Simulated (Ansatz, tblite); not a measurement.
# The cluster AlRu6: a ladder of methods and basis sets

Aim: run the doublet of the cluster AlRu6 at one geometry on many levels, and compare frontier levels, spin and run time.

Computed with Ansatz 0.2.0, Gaussian basis. Level: as each input shows.

Levels to be run: GFN1-xTB, GFN2-xTB, PBE-D4/def2-TZVP, r2SCAN-D4/def2-TZVP, LDA/def2-TZVP, MP2/def2-TZVP.

4 further runs of the same task are left out: 3 that didn't finish, 1 set aside as unsound or not needed. Runs told in other sessions of the task aren't counted.

### 1 The geometry

The geometry is that of the doublet, from an earlier relaxation (r2SCAN-D4/def2-SVP). It is a higher isomer from a search, not the lowest found.

7 atoms, charge 0, spin multiplicity 2.

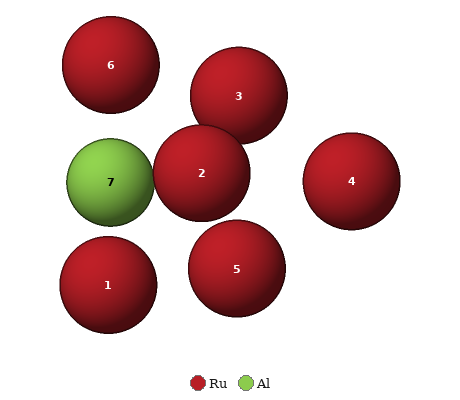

The structure; ruthenium red, aluminium green; atoms are numbered from 1 in the order of the file.

Coordinates:

```csv
atom,x (Å),y (Å),z (Å)
Ru1,-2.31901,0.06576,0.19327
Ru2,-0.40711,0.05658,-1.25991
Ru3,1.66554,-0.32762,0.08396
Ru4,1.55770,1.95488,-0.45070
Ru5,-0.35216,1.44862,0.81567
Ru6,0.24776,-2.19413,-0.73724
Al7,-0.39270,-1.00407,1.35495
```

Ru takes a core potential in the def2 sets. No spin-orbit coupling is included.

PBE0-D4/def2-TZVP was run before; its log isn't repeated, and its numbers join the tables.

### 2 GFN1-xTB

Tight binding, by tblite at 300 K electronic temperature and without a spin-polarisation term:

```python
tblite.interface.Calculator('GFN1-xTB', numbers, positions, charge=0, uhf=1).singlepoint()
```

Energy -591.1571 eV; 0.015 s.

### 3 GFN2-xTB

Tight binding, by tblite at 300 K electronic temperature and without a spin-polarisation term:

```python
tblite.interface.Calculator('GFN2-xTB', numbers, positions, charge=0, uhf=1).singlepoint()
```

Energy -535.6895 eV; 0.045 s.

### 4 PBE-D4/def2-TZVP

start.molden holds the orbitals of an earlier run on this state, given as this run's starting guess.

The input, in.yaml:

```yaml
crystal:
  periodic: [false, false, false]
  atoms:
    - {symbol: Ru, position_ang: [-2.319010, 0.065760, 0.193274]}
    - {symbol: Ru, position_ang: [-0.407113, 0.056582, -1.259911]}
    - {symbol: Ru, position_ang: [1.665541, -0.327625, 0.083962]}
    - {symbol: Ru, position_ang: [1.557701, 1.954880, -0.450704]}
    - {symbol: Ru, position_ang: [-0.352163, 1.448618, 0.815669]}
    - {symbol: Ru, position_ang: [0.247756, -2.194132, -0.737244]}
    - {symbol: Al, position_ang: [-0.392702, -1.004073, 1.354945]}
basis:
  gaussian: {orbitals: def2-TZVP, initial_orbitals: start.molden}
magnetization: {spin_polarized: true, initial_magnetization: 1}
hamiltonian: {xc: pbe, dispersion: d4}
scf: {omitted_lower_state_checks: [starts]}
output: {forces: true, orbitals: {seedname: orbitals}}
```

Started as:

```sh
> ansatz run in.yaml --threads 4 --pin off --events-out ev --progress --plain --max-ram 4787MiB
```

The log of the run, cut to the lines that bear on the results:

```text
Functional definition: PBE
  name "PBE"
  cite "Perdew, Burke & Ernzerhof, Phys. Rev. Lett. 77, 3865 (1996) doi:10.1103/PhysRevLett.77.3865"
  parent pbe
[...]
2383 factors; their error is unknown
[...]
mean field -22096.67793257 eV, -812.0379363555 hartree, gradient 1.4e-6 eV, S^2 3.284914; 0 other end points of the search recorded, 0 dependent functions left out
[...]
reference -22096.67797931 eV, -812.0379380735 hartree; 55, 54 occupied and 222, 223 virtual orbitals, 2383 factors
Total energy: -22097.47447509 eV, -812.0672087533 hartree
Atom 0 at    -2.319010     0.065760     0.193274 Å, force     0.788062     0.391205     0.128712 eV/Å
Atom 1 at    -0.407113     0.056582    -1.259911 Å, force     0.179171     0.057301     0.352762 eV/Å
Atom 2 at     1.665541    -0.327625     0.083962 Å, force    -0.493065    -0.229638    -0.321357 eV/Å
Atom 3 at     1.557701     1.954880    -0.450704 Å, force    -0.441955    -0.540516     0.093034 eV/Å
Atom 4 at    -0.352163     1.448618     0.815669 Å, force    -0.310246    -0.390053    -0.387224 eV/Å
Atom 5 at     0.247756    -2.194132    -0.737244 Å, force     0.371760     0.758232     0.279380 eV/Å
Atom 6 at    -0.392702    -1.004073     1.354945 Å, force    -0.093727    -0.046532    -0.145306 eV/Å
Dipole moment:    -0.141942    -0.135384    -0.062660 e Å
Checks for a lower state left out: starts
```

It took 70 s on 4 threads of Arm Neoverse V2, shared host; peak memory 1.6 GiB.

HOMO -4.06 eV, LUMO -3.75 eV (over both spins); ⟨S²⟩ 3.285 (pure: 0.75). Doubts: spin contamination.

### 5 r2SCAN-D4/def2-TZVP

in.yaml: that of step 4 with these lines changed.

```diff
@@ -13,4 +13,4 @@
 magnetization: {spin_polarized: true, initial_magnetization: 1}
-hamiltonian: {xc: pbe, dispersion: d4}
+hamiltonian: {xc: r2scan, dispersion: d4}
 scf: {omitted_lower_state_checks: [starts]}
-output: {forces: true, orbitals: {seedname: orbitals}}
+output: {orbitals: {seedname: orbitals}}
```

Launched as before.

The log of the run, cut to the lines that bear on the results:

```text
Functional definition: r2SCAN
  name "r2SCAN"
  cite "Furness, Kaplan, Ning, Perdew & Sun, J. Phys. Chem. Lett. 11, 8208 (2020) doi:10.1021/acs.jpclett.0c02405"
  cite "Furness, Kaplan, Ning, Perdew & Sun, J. Phys. Chem. Lett. 11, 9248 (2020) doi:10.1021/acs.jpclett.0c03077"
  parent r2scan
[...]
2383 factors; their error is unknown
[...]
mean field -22100.24104266 eV, -812.1688782365 hartree, gradient 2.2e-6 eV, S^2 5.685431; 0 other end points of the search recorded, 0 dependent functions left out
reference -22100.24108065 eV, -812.1688796325 hartree; 55, 54 occupied and 222, 223 virtual orbitals, 2383 factors
Total energy: -22100.38133806 eV, -812.1740339973 hartree
Checks for a lower state left out: starts
```

It took 2.6 min on 4 threads of Arm Neoverse V2, shared host; peak memory 1.9 GiB.

HOMO -4.15 eV, LUMO -3.53 eV (over both spins); ⟨S²⟩ 5.685 (pure: 0.75). Doubts: spin contamination.

### 6 LDA/def2-TZVP

in.yaml: that of step 5 with these lines changed.

```diff
@@ -13,3 +13,3 @@
 magnetization: {spin_polarized: true, initial_magnetization: 1}
-hamiltonian: {xc: r2scan, dispersion: d4}
+hamiltonian: {xc: lda}
 scf: {omitted_lower_state_checks: [starts]}
```

Same command.

The log of the run:

```text
Functional definition: SPW92
  name "SPW92"
  cite "Dirac, Proc. Camb. Phil. Soc. 26, 376 (1930) doi:10.1017/S0305004100016108"
  cite "Slater, Phys. Rev. 81, 385 (1951) doi:10.1103/PhysRev.81.385"
  cite "Perdew & Wang, Phys. Rev. B 45, 13244 (1992) doi:10.1103/PhysRevB.45.13244"
  exchange = slater_x
  correlation = pw_c
these checks for a lower state are left out or cut short: starts
2383 factors; their error is unknown
mean field evaluation 1: about -22040.6117 eV, gradient 1.3e1 eV
mean field evaluation 2: about -22042.1908 eV, gradient 3.3e0 eV
mean field evaluation 4: about -22042.9820 eV, gradient 8.5e-1 eV
mean field evaluation 8: about -22043.0045 eV, gradient 5.9e-3 eV
mean field evaluation 16: about -22043.0045 eV, gradient 5.7e-5 eV
mean field -22043.00452824 eV, -810.0654751279 hartree, gradient 2.2e-6 eV, S^2 2.149701; 0 other end points of the search recorded, 0 dependent functions left out
reference -22043.00457235 eV, -810.0654767486 hartree; 55, 54 occupied and 222, 223 virtual orbitals, 2383 factors
Total energy: -22043.00457235 eV, -810.0654767486 hartree
Checks for a lower state left out: starts
```

Run time: 32 s. Hardware: 4 threads of Arm Neoverse V2, shared host; peak memory 1.6 GiB.

Report: HOMO -4.30 eV, LUMO -4.09 eV (over both spins); ⟨S²⟩ 2.150 (pure: 0.75). Doubts: spin contamination.

### 7 MP2/def2-TZVP

in.yaml: that of step 6 with these lines changed.

```diff
@@ -13,3 +13,3 @@
 magnetization: {spin_polarized: true, initial_magnetization: 1}
-hamiltonian: {xc: lda}
+correlation: {method: mp2}
 scf: {omitted_lower_state_checks: [starts]}
```

Same command.

The log of the run, cut to the lines that bear on the results:

```text
Functional definition: HF
  name "HF"
  cite "Fock, Z. Phys. 61, 126 (1930) doi:10.1007/BF01340294"
  parent pbe
[...]
2464 factors; integrals over basis functions are off by at most 2.2e-4 eV
[...]
mean field -21945.91789097 eV, -806.4976070156 hartree, gradient 3.8e-6 eV, S^2 9.531157; 0 other end points of the search recorded, 0 dependent functions left out
5 core orbitals not correlated, not the lowest: weight in the atoms' cores, before any rotation towards them, 1.000 or more for the frozen orbitals, at most 0.000 for the correlated occupied ones
reference -21945.91789097 eV, -806.4976070156 hartree; 50, 49 occupied and 222, 223 virtual orbitals, 2464 factors
second order -77.76689881 eV of doubles, -0.00000000 eV of singles
Total energy: -22023.68478977 eV, -809.3554878345 hartree
Checks for a lower state left out: starts
```

It took 1.9 min on 4 threads of Arm Neoverse V2, shared host; peak memory 2 GiB.

Hartree-Fock HOMO -5.76 eV, LUMO 0.05 eV (over both spins); ⟨S²⟩ 9.531 (pure: 0.75). Doubts: spin contamination.

### 8 Levels side by side

```csv
level,functions,HOMO (eV),LUMO (eV),gap (eV),⟨S²⟩,time
LDA/def2-TZVP,277,-4.30,-4.09,0.21,2.150,32 s
PBE-D4/def2-TZVP,277,-4.06,-3.75,0.31,3.285,70 s
r2SCAN-D4/def2-TZVP,277,-4.15,-3.53,0.62,5.685,2.6 min
PBE0-D4/def2-TZVP,277,-4.85,-2.79,2.07,6.610,95 s
```

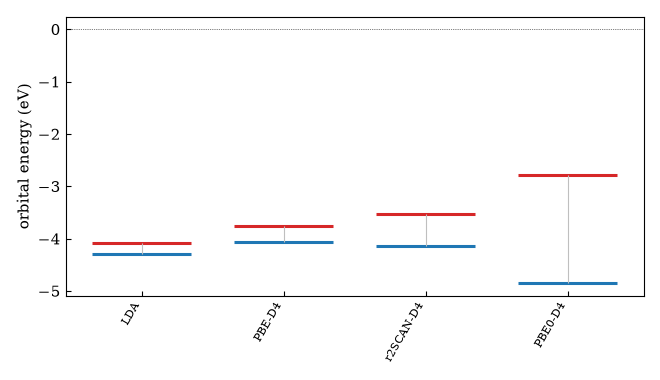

Highest filled (blue) and lowest empty (red) level in def2-TZVP, over both spins.

Energy pieces by basis (eV):

| basis | HF | MP2 correlation | total |
| --- | --- | --- | --- |
| def2-TZVP | -21945.9179 | -77.7669 | -22023.6848 (MP2) |

### 9 Binding energy

Free atoms were run apart at each level; binding is atoms less cluster, divided by the number of atoms, without zero-point or spin-orbit terms.

| level | binding an atom (eV) |
| --- | --- |
| HF/def2-TZVP† | -0.403 |
| LDA/def2-TZVP† | 4.661 |
| PBE-D4/def2-TZVP† | 3.640 |
| r2SCAN-D4/def2-TZVP† | 3.188 |
| PBE0-D4/def2-TZVP† | 2.596 |
| MP2/def2-TZVP† | 2.538 |

† marks a level with a doubtful state (flagged, unstable or spin-contaminated).

### 10 Results

| quantity | value |
| --- | --- |
| gap in def2-TZVP, named functionals, smallest and largest | 0.21 eV (LDA), 2.07 eV (PBE0-D4) |
| correlation energy, MP2/def2-TZVP | -77.77 eV |
| binding an atom, functionals in def2-TZVP | 2.60 (PBE0-D4) to 4.66 eV (LDA) |
| ⟨S²⟩ in def2-TZVP, named functionals, smallest and largest | 2.150, 6.610 |

What this shows: Over the named functionals in def2-TZVP the gap runs from 0.21 eV (LDA) to 2.07 eV (PBE0-D4); exact exchange widens it. Over the named functionals in def2-TZVP spin contamination reaches 5.86 (PBE0-D4), and every level is far from pure, so all describe a mixture with higher spin.

The slowest run with a step of its own, r2SCAN-D4/def2-TZVP, took 2.6 min; the quickest functional in def2-TZVP took 32 s (shared host).
